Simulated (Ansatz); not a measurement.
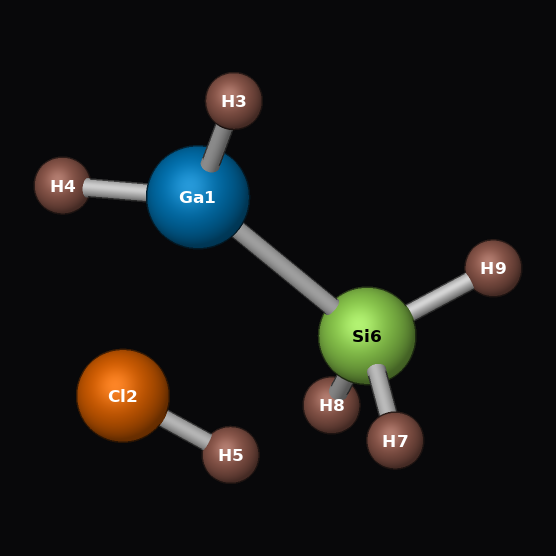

The questions are on Mulliken charges. The computed structure is the end point of a PBE0-D4/def2-TZVP optimisation. Properties computed with RKS PBE0-D4/def2-TZVP (Ansatz 0.2.0).

Q: Which atom carries the highest charge (most positive or least negative)?

A: H5 (0.27 e).

Q: And the lowest?

A: Cl2 (−0.17 e).

Give the Mulliken charges atom by atom.

```csv
atom,value (e)
Ga1,0.21
Cl2,−0.17
H3,−0.08
H4,−0.07
H5,0.27
Si6,−0.09
H7,−0.06
H8,−0.01
H9,−0.01
```

Mulliken values depend strongly on the basis set and can even reverse the polarity of a bond.
